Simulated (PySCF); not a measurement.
## A study: GeH3, doublet, SMILES `[GeH3]`

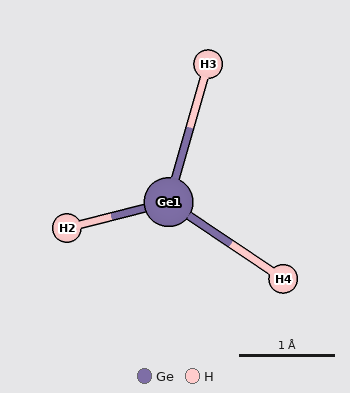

The molecule, with its atoms numbered as below. No frequency check shows the geometry to be a minimum.

Coordinates in Å:

```
Ge1      0.0000    0.0000    0.0573
H2       1.3266    0.4081   -0.6118
H3      -0.3099   -1.3529   -0.6117
H4      -1.0167    0.9448   -0.6118
```

Part 1: Bonding charge

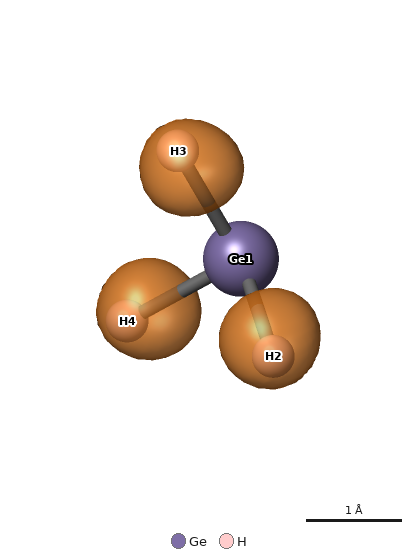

Deformation density (molecule less spherical, spin-averaged free atoms at the same positions), surfaces at ±0.12 e/Å³; orange: gain, blue: loss.

Level of theory: PBE/def2-TZVP (PySCF), at a geometry from GFN2-xTB. The stability of the open-shell solution wasn't checked. GFN2-xTB doesn't know the spin state, so this open-shell geometry is rough.

Q: Describe the bonding that the map shows.

A: Ge1–H2, Ge1–H3 and Ge1–H4: +0.23 e/Å³ at the bond critical point (bond length 1.54 Å, Mayer order 0.9). In all, 0.7 electrons gather in the regions of gain relative to the promolecule.

Q: Where do the Hirshfeld charges lie?

A: The highest Hirshfeld charge is on Ge1 (+0.20 e), the lowest on H2, H3 and H4 (−0.07 e).

Part 2: Bond critical points

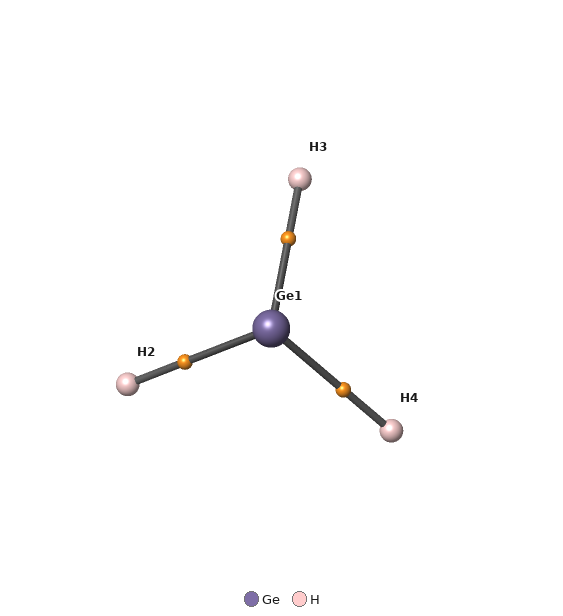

Molecular graph of the electron density (QTAIM): bond paths, bond critical points (orange), ring points (yellow, if any); weak paths are dashed.

Q: How many critical points of each kind are there, and does the count close?

A: 4 nuclei, 3 bond, 0 ring and 0 cage critical points: 4 − 3 + 0 − 0 = 1, as the Poincaré–Hopf relation requires.

Q: What does the calculation give at each kind of bond critical point?

A:
```csv
bond,length (Å),ρ (a.u.),∇²ρ (a.u.),ε,H (a.u.)
Ge1–H2 (3 alike),1.541,0.130,+0.05,0.00,−0.073
```

Q: What kind of interaction is Ge1–H2?

A: Polar or intermediate (positive Laplacian, negative energy density H): ρ = 0.130, ∇²ρ = +0.05, H = −0.073 a.u.

Part 3: Local ionisation energy

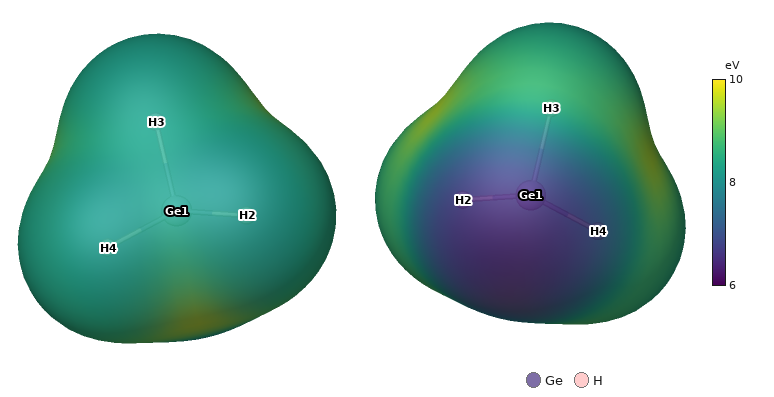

Average local ionisation energy on the surface of electron density 0.001 a.u. (back view left, front view right).

Q: Locate the minima of the map.

A: The lowest value is 6.3 eV, 2.4 Å from Ge1. Further minima include 8.2 eV, 1.6 Å from H2, and at like points elsewhere. For comparison, the highest occupied orbital lies at −5.8 eV.

Part 4: Spin density

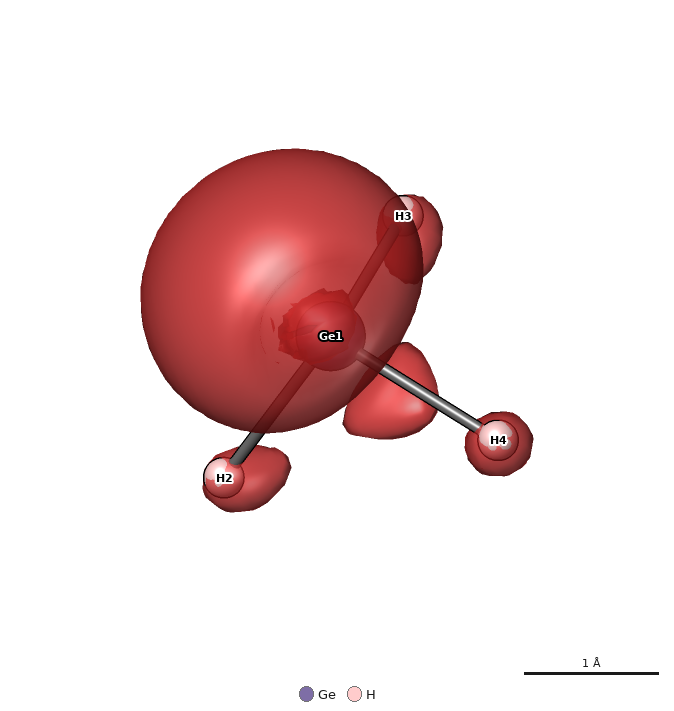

Spin density ρα − ρβ at ±0.05 e/Å³ (red: excess α, blue: excess β).

Q: Give the atomic spin populations that go with this picture.

A: Hirshfeld spin populations: Ge1 +0.82 and H2, H3 and H4 +0.06. ⟨S²⟩ = 0.75, as for a pure state.

Part 5: In an electric field

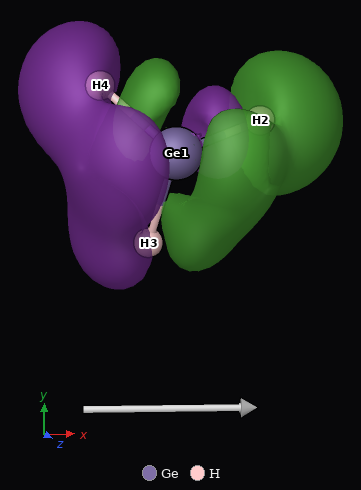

Change of the electron density in a uniform field of 0.26 V/Å along +x (arrow), surfaces at ±0.0015 e/Å³ (purple: gain, green: loss).

Method: BP86/aug-cc-pVDZ; geometry: GFN2-xTB; program: PySCF. The stability of the open-shell solution wasn't checked. GFN2-xTB doesn't know the spin state, so this open-shell geometry is rough.

Q: What dipole is induced, and what polarisability does it imply?

A: The induced dipole is 0.50 D (along the field); α along this axis, from the fields in both directions, is 39 bohr³ (5.8 Å³).

Q: Which atoms gain and lose the most charge?

A: Electrons gather most on H4 (Hirshfeld charge changes by −0.013 e) and leave H2 most (+0.017 e); 0.043 electrons are displaced in all.
